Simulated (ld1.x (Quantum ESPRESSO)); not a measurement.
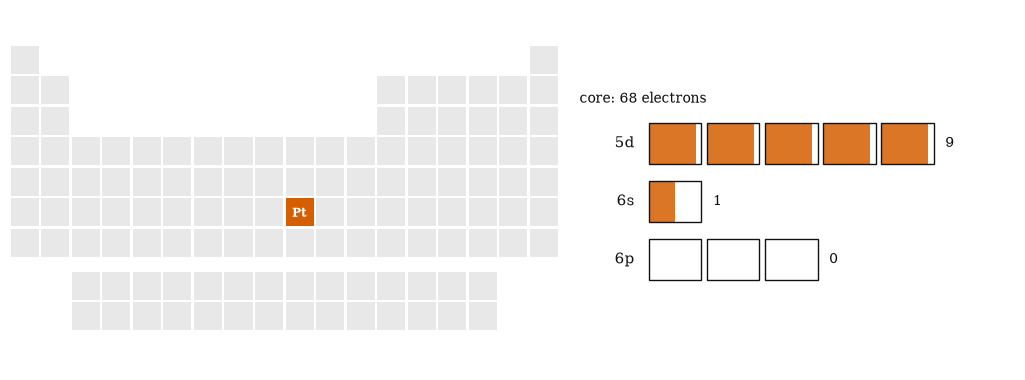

Left, the place of platinum in the periodic table; right, the valence shells of the reference configuration: a box for each of the 2l + 1 orbitals, shaded by the share of the shell that is filled, with the electron count at the right.

Run report: Pt, pseudopotential generation (part 1 of 2)

System: platinum (Pt, Z = 78), core [Xe] 4f14, reference valence 5d9 6s1 6p0, valence charge 10.
Method: TM potential, PBEsol, scalar-relativistic, made with ld1.x (Quantum ESPRESSO) 7.5.

## Summary

- outcome: generated
- cutoffs needed: 40 Ry and 80 Ry (the cutoffs, on a coarse ladder, from which the occupation-weighted sum of valence levels, in a spherical-Bessel basis at the reference potential, stays within 10 and 1 mRy of its value at 400 Ry); ghost states and empty shells don't enter this sum
- ghost test: no ghost state below the valence levels in the s, d, p, f channels (spherical-Bessel basis up to 400 Ry, 20 bohr box)
- largest excitation error: -1314 meV (all-electron minus pseudo) for 5d6 6s0 6p0, out of 7 test configurations
- range over which the phases arctan(r u′/u) at the test radius agree within 0.05 rad (a looser test near the poles than one of phase shifts): s: up to about 0.4 Ry; p: up to about 1.1 Ry; d: up to about 0.4 Ry
- hardware: 1 CPU thread, shared host
- wall time: 2.5 s

## Remarks

An excitation error of 1314 meV in its own tests makes this a poorly transferable potential. Warnings of the program, in the generation or the tests: convergence not achieved.

## Input file
```
 &input
   title='Pt', zed=78., rel=1, dft='PBESOL', iswitch=3,
   config='[Xe] 4f14 5d9 6s1 6p0',
   nld=3, rlderiv=4.20, eminld=-2.0, emaxld=5.0, deld=0.02
 /
 &inputp
   pseudotype=2, tm=.true., lloc=1,
   nlcc=.false.,
   file_pseudopw='Pt.UPF', file_wfcaegen='ae.wfc', file_wfcncgen='nc.wfc', file_beta='beta', file_chi='chi'
 /
3
6S  1  0   1.00   0.00  2.05  2.05  0.0
5D  3  2   9.00   0.00  1.44  1.44  0.0
6P  2  1   0.00   0.00  3.85  3.85  0.0
 &test
   configts(1)='5d9 6s1 6p0'
 /
```

## Input of the test run
```
 &input
   title='Pt', zed=78., rel=1, dft='PBESOL', iswitch=2,
   config='[Xe] 4f14 5d9 6s1 6p0'
 /
 &test
   file_pseudo='Pt.UPF', nconf=8,
   configts(1)='5d9 6s1 6p0',
   configts(2)='5d9 6s0 6p0',
   configts(3)='5d8 6s0 6p0',
   configts(4)='5d7 6s0 6p0',
   configts(5)='5d9 6s0.5 6p0',
   configts(6)='5d6 6s0 6p0',
   configts(7)='5d10 6s0 6p0',
   configts(8)='5d8 6s1 6p0'
 /
```

Launched with:
```bash
ld1.x < Pt.in > Pt.out
```

## The program's output
```
     Program LD1 v.7.5
     --------------------------- All-electron run ----------------------------

     Pt
     scalar relativistic calculation

     atomic number is 78.00
     dft =PBESOL   lsd =0 sic =0 latt =0  beta=0.20 tr2=1.0E-14
     Exchange-correlation= PBESOL
                           (   1   4  10   8   0   0   0)
     mesh =1277 r(mesh) =  98.81913 a.u. xmin = -7.00 dx = 0.01250
     1 Ry =  13.60569312 eV, c = 137.03599908

     n l     nl                  e(Ry)          e(Ha)          e(eV)
     1 0     1S 1( 2.00)     -5763.1273     -2881.5637    -78411.3417
     2 0     2S 1( 2.00)     -1012.4421      -506.2211    -13774.9768
     2 1     2P 1( 6.00)      -877.4235      -438.7117    -11937.9549
     3 0     3S 1( 2.00)      -237.8008      -118.9004     -3235.4442
     3 1     3P 1( 6.00)      -198.4911       -99.2456     -2700.6090
     4 0     4S 1( 2.00)       -51.0745       -25.5373      -694.9040
     4 1     4P 1( 6.00)       -38.1844       -19.0922      -519.5247
     3 2     3D 1(10.00)      -155.8772       -77.9386     -2120.8178
     5 0     5S 1( 2.00)        -7.4881        -3.7441      -101.8808
     5 1     5P 1( 6.00)        -4.1189        -2.0594       -56.0404
     4 2     4D 1(10.00)       -22.5406       -11.2703      -306.6800
     4 3     4F 1(14.00)        -5.1551        -2.5776       -70.1388
     5 2     5D 1( 9.00)        -0.4533        -0.2266        -6.1670
     6 0     6S 1( 1.00)        -0.4187        -0.2094        -5.6971
     6 1     6P 1( 0.00)        -0.0572        -0.0286        -0.7784

     final scf error:  7.2E-15 reached in  42 iterations

     Etot =  -36816.733068 Ry,  -18408.366534 Ha, -500917.171913 eV

     Ekin =   41068.331095 Ry,   20534.165548 Ha,  558763.109956 eV
     Encl =  -91511.185894 Ry,  -45755.592947 Ha,-1245073.112596 eV
     Eh   =   14324.191135 Ry,    7162.095568 Ha,  194890.548824 eV
     Exc  =    -698.069405 Ry,    -349.034702 Ha,   -9497.718098 eV

     normalization and overlap integrals

     s(1S/1S) =  1.000000  <r> =   0.0171  <r2> =    0.0004  r(max) =   0.0106
     s(2S/2S) =  1.000000  <r> =   0.0724  <r2> =    0.0062  r(max) =   0.0612
     s(2P/2P) =  1.000000  <r> =   0.0652  <r2> =    0.0052  r(max) =   0.0507
     s(3S/3S) =  1.000000  <r> =   0.1871  <r2> =    0.0401  r(max) =   0.1726
     s(3P/3P) =  1.000000  <r> =   0.1882  <r2> =    0.0411  r(max) =   0.1726
     s(4S/4S) =  1.000000  <r> =   0.4151  <r2> =    0.1945  r(max) =   0.3890
     s(4P/4P) =  1.000000  <r> =   0.4420  <r2> =    0.2221  r(max) =   0.4089
     s(3D/3D) =  1.000000  <r> =   0.1705  <r2> =    0.0340  r(max) =   0.1396
     s(5S/5S) =  1.000000  <r> =   0.9521  <r2> =    1.0177  r(max) =   0.8657
     s(5P/5P) =  1.000000  <r> =   1.1044  <r2> =    1.3820  r(max) =   0.9810
     s(4D/4D) =  1.000000  <r> =   0.4683  <r2> =    0.2536  r(max) =   0.4193
     s(4F/4F) =  1.000000  <r> =   0.5162  <r2> =    0.3248  r(max) =   0.3842
     s(5D/5D) =  1.000000  <r> =   1.6986  <r2> =    3.5132  r(max) =   1.2596
     s(6S/6S) =  1.000000  <r> =   2.9113  <r2> =    9.7729  r(max) =   2.3828
     s(6P/6P) =  1.000000  <r> =   5.0409  <r2> =   31.0227  r(max) =   3.5995

     ------------------------ End of All-electron run ------------------------

     --------------------- Generating NC pseudopotential ---------------------

      Generating local pot.: lloc=1, matching radius rcloc =   3.8500

      Wfc   6S  rcut= 2.051  Using Troullier-Martins method

      Wfc   5D  rcut= 1.445  Using Troullier-Martins method

     ------------------- End of pseudopotential generation -------------------

     --------------------------- All-electron run ----------------------------

     Pt
     scalar relativistic calculation

     atomic number is 78.00
     dft =PBESOL   lsd =0 sic =0 latt =0  beta=0.20 tr2=1.0E-14
     Exchange-correlation= PBESOL
                           (   1   4  10   8   0   0   0)
     mesh =1277 r(mesh) =  98.81913 a.u. xmin = -7.00 dx = 0.01250
     1 Ry =  13.60569312 eV, c = 137.03599908

     n l     nl                  e(Ry)          e(Ha)          e(eV)
     1 0     1S 1( 2.00)     -5763.1273     -2881.5637    -78411.3417
     2 0     2S 1( 2.00)     -1012.4421      -506.2211    -13774.9768
     2 1     2P 1( 6.00)      -877.4235      -438.7117    -11937.9549
     3 0     3S 1( 2.00)      -237.8008      -118.9004     -3235.4442
     3 1     3P 1( 6.00)      -198.4911       -99.2456     -2700.6090
     4 0     4S 1( 2.00)       -51.0745       -25.5373      -694.9040
     4 1     4P 1( 6.00)       -38.1844       -19.0922      -519.5247
     3 2     3D 1(10.00)      -155.8772       -77.9386     -2120.8178
     5 0     5S 1( 2.00)        -7.4881        -3.7441      -101.8808
     5 1     5P 1( 6.00)        -4.1189        -2.0594       -56.0404
     4 2     4D 1(10.00)       -22.5406       -11.2703      -306.6800
     4 3     4F 1(14.00)        -5.1551        -2.5776       -70.1388
     5 2     5D 1( 9.00)        -0.4533        -0.2266        -6.1670
     6 0     6S 1( 1.00)        -0.4187        -0.2094        -5.6971
     6 1     6P 1( 0.00)        -0.0572        -0.0286        -0.7784

     final scf error:  7.2E-15 reached in  42 iterations

     Etot =  -36816.733068 Ry,  -18408.366534 Ha, -500917.171913 eV

     Ekin =   41068.331095 Ry,   20534.165548 Ha,  558763.109956 eV
     Encl =  -91511.185894 Ry,  -45755.592947 Ha,-1245073.112596 eV
     Eh   =   14324.191135 Ry,    7162.095568 Ha,  194890.548824 eV
     Exc  =    -698.069405 Ry,    -349.034702 Ha,   -9497.718098 eV

     normalization and overlap integrals

     s(1S/1S) =  1.000000  <r> =   0.0171  <r2> =    0.0004  r(max) =   0.0106
     s(2S/2S) =  1.000000  <r> =   0.0724  <r2> =    0.0062  r(max) =   0.0612
     s(2P/2P) =  1.000000  <r> =   0.0652  <r2> =    0.0052  r(max) =   0.0507
     s(3S/3S) =  1.000000  <r> =   0.1871  <r2> =    0.0401  r(max) =   0.1726
     s(3P/3P) =  1.000000  <r> =   0.1882  <r2> =    0.0411  r(max) =   0.1726
     s(4S/4S) =  1.000000  <r> =   0.4151  <r2> =    0.1945  r(max) =   0.3890
     s(4P/4P) =  1.000000  <r> =   0.4420  <r2> =    0.2221  r(max) =   0.4089
     s(3D/3D) =  1.000000  <r> =   0.1705  <r2> =    0.0340  r(max) =   0.1396
     s(5S/5S) =  1.000000  <r> =   0.9521  <r2> =    1.0177  r(max) =   0.8657
     s(5P/5P) =  1.000000  <r> =   1.1044  <r2> =    1.3820  r(max) =   0.9810
     s(4D/4D) =  1.000000  <r> =   0.4683  <r2> =    0.2536  r(max) =   0.4193
     s(4F/4F) =  1.000000  <r> =   0.5162  <r2> =    0.3248  r(max) =   0.3842
     s(5D/5D) =  1.000000  <r> =   1.6986  <r2> =    3.5132  r(max) =   1.2596
     s(6S/6S) =  1.000000  <r> =   2.9113  <r2> =    9.7729  r(max) =   2.3828
     s(6P/6P) =  1.000000  <r> =   5.0409  <r2> =   31.0227  r(max) =   3.5995

     ------------------------ End of All-electron run ------------------------

     Computing logarithmic derivative in   4.20831
     Message from routine run_pseudo:
     Warning: convergence not achieved
     Computing logarithmic derivative in   4.20831
     Computing the partial wave expansion
     R is outside the sphere for l=    0 j= 0.00
       no projector for channel:   1
     R is outside the sphere for l=    2 j= 0.00

     ---------------------- Testing the pseudopotential ----------------------

     Pt
     scalar relativistic calculation

     atomic number is 78.00   valence charge is 10.00
     dft =PBESOL   lsd =0 sic =0 latt =0  beta=0.20 tr2=1.0E-14
     mesh =1277 r(mesh) =  98.81913 xmin = -7.00 dx = 0.01250

     n l     nl             e AE (Ry)        e PS (Ry)    De AE-PS (Ry)
     3 2     5D   1( 9.00)       -0.45326       -0.45326       -0.00000
     1 0     6S   1( 1.00)       -0.41873       -0.41873        0.00000
     2 1     6P   1( 0.00)       -0.05721       -0.05722        0.00001

     eps = 1.9E-10  iter =201

     Etot =  -36816.733068 Ry,  -18408.366534 Ha, -500917.171913 eV
     Etotps =   -52.295611 Ry,     -26.147806 Ha,    -711.518035 eV

     Ekin =      40.688168 Ry,      20.344084 Ha,     553.590727 eV
     Encl =     -94.756178 Ry,     -47.378089 Ha,   -1289.223476 eV
     Ehrt =      50.417180 Ry,      25.208590 Ha,     685.960675 eV
     Ecxc =      -8.609196 Ry,      -4.304598 Ha,    -117.134077 eV
     Epseu=     -40.035585 Ry,     -20.017793 Ha,    -544.711884 eV

     ---------------------- End of pseudopotential test ----------------------
```

## Output of the test run (extracts)
```
     ---------------------- Testing the pseudopotential ----------------------

     Pt
     scalar relativistic calculation

     atomic number is 78.00   valence charge is 10.00
     dft =PBESOL   lsd =0 sic =0 latt =0  beta=0.20 tr2=1.0E-14
     mesh =1277 r(mesh) =  98.81913 xmin = -7.00 dx = 0.01250

     n l     nl             e AE (Ry)        e PS (Ry)    De AE-PS (Ry)
     3 2     5D   1( 9.00)       -0.45326       -0.45326       -0.00000
     1 0     6S   1( 1.00)       -0.41873       -0.41873        0.00000
     2 1     6P   1( 0.00)       -0.05721       -0.05722        0.00001

     eps = 1.9E-11  iter =201

     Etot =  -36816.733069 Ry,  -18408.366535 Ha, -500917.171929 eV
     Etotps =   -52.295611 Ry,     -26.147806 Ha,    -711.518035 eV

     Ekin =      40.688168 Ry,      20.344084 Ha,     553.590727 eV
     Encl =     -94.756178 Ry,     -47.378089 Ha,   -1289.223476 eV
     Ehrt =      50.417180 Ry,      25.208590 Ha,     685.960675 eV
     Ecxc =      -8.609196 Ry,      -4.304598 Ha,    -117.134077 eV
     Epseu=     -40.035585 Ry,     -20.017793 Ha,    -544.711884 eV

     ---------------------- End of pseudopotential test ----------------------

     ---------------------- Testing the pseudopotential ----------------------

     Pt
     scalar relativistic calculation

     atomic number is 78.00   valence charge is 10.00
     dft =PBESOL   lsd =0 sic =0 latt =0  beta=0.20 tr2=1.0E-14
     mesh =1277 r(mesh) =  98.81913 xmin = -7.00 dx = 0.01250

     n l     nl             e AE (Ry)        e PS (Ry)    De AE-PS (Ry)
     3 2     5D   1( 9.00)       -1.05345       -1.05386        0.00041
     1 0     6S   1( 0.00)       -0.94766       -0.94887        0.00121
     2 1     6P   1( 0.00)       -0.48245       -0.48414        0.00170

     eps = 5.1E-16  iter =  8

     Etot =  -36816.055030 Ry,  -18408.027515 Ha, -500907.946740 eV
     Etotps =   -51.616855 Ry,     -25.808428 Ha,    -702.283093 eV
     dEtot_ae =       0.678039 Ry
     dEtot_ps =       0.678756 Ry,   Delta E=      -0.000717 Ry

     Ekin =      41.573329 Ry,      20.786664 Ha,     565.633954 eV
     Encl =     -88.557750 Ry,     -44.278875 Ha,   -1204.889566 eV
     Ehrt =      44.618998 Ry,      22.309499 Ha,     607.072397 eV
     Ecxc =      -8.196196 Ry,      -4.098098 Ha,    -111.514923 eV
     Epseu=     -41.055237 Ry,     -20.527618 Ha,    -558.584955 eV

     ---------------------- End of pseudopotential test ----------------------

     ---------------------- Testing the pseudopotential ----------------------

     Pt
     scalar relativistic calculation

     atomic number is 78.00   valence charge is 10.00
     dft =PBESOL   lsd =0 sic =0 latt =0  beta=0.20 tr2=1.0E-14
     mesh =1277 r(mesh) =  98.81913 xmin = -7.00 dx = 0.01250

     n l     nl             e AE (Ry)        e PS (Ry)    De AE-PS (Ry)
     3 2     5D   1( 8.00)       -1.90428       -1.92369        0.01941  !
     1 0     6S   1( 0.00)       -1.62648       -1.63650        0.01002  !
     2 1     6P   1( 0.00)       -1.04624       -1.05545        0.00921  !

     eps = 1.0E-14  iter =  7

     Etot =  -36814.585326 Ry,  -18407.292663 Ha, -500887.950396 eV
     Etotps =   -50.137759 Ry,     -25.068880 Ha,    -682.158966 eV
     dEtot_ae =       2.147743 Ry
     dEtot_ps =       2.157852 Ry,   Delta E=      -0.010109 Ry

     Ekin =      39.516568 Ry,      19.758284 Ha,     537.650298 eV
     Encl =     -80.225670 Ry,     -40.112835 Ha,   -1091.525852 eV
     Ehrt =      36.981956 Ry,      18.490978 Ha,     503.165139 eV
     Ecxc =      -7.382871 Ry,      -3.691435 Ha,    -100.449074 eV
     Epseu=     -39.027742 Ry,     -19.513871 Ha,    -530.999476 eV

     ---------------------- End of pseudopotential test ----------------------

     ---------------------- Testing the pseudopotential ----------------------

     Pt
     scalar relativistic calculation

     atomic number is 78.00   valence charge is 10.00
     dft =PBESOL   lsd =0 sic =0 latt =0  beta=0.20 tr2=1.0E-14
     mesh =1277 r(mesh) =  98.81913 xmin = -7.00 dx = 0.01250

     n l     nl             e AE (Ry)        e PS (Ry)    De AE-PS (Ry)
     3 2     5D   1( 7.00)       -2.85146       -2.89447        0.04301  !
     1 0     6S   1( 0.00)       -2.37619       -2.41331        0.03713  !
     2 1     6P   1( 0.00)       -1.69056       -1.72075        0.03019  !

     eps = 9.7E-15  iter =  7

     Etot =  -36812.215138 Ry,  -18406.107569 Ha, -500855.702347 eV
     Etotps =   -47.735935 Ry,     -23.867967 Ha,    -649.480481 eV
     dEtot_ae =       4.517931 Ry
     dEtot_ps =       4.559676 Ry,   Delta E=      -0.041745 Ry

     Ekin =      36.647635 Ry,      18.323817 Ha,     498.616473 eV
     Encl =     -71.213382 Ry,     -35.606691 Ha,    -968.907417 eV
     Ehrt =      29.421960 Ry,      14.710980 Ha,     400.306152 eV
     Ecxc =      -6.457514 Ry,      -3.228757 Ha,     -87.858957 eV
     Epseu=     -36.134633 Ry,     -18.067317 Ha,    -491.636731 eV

     ---------------------- End of pseudopotential test ----------------------
```

(Continued in part 2.)
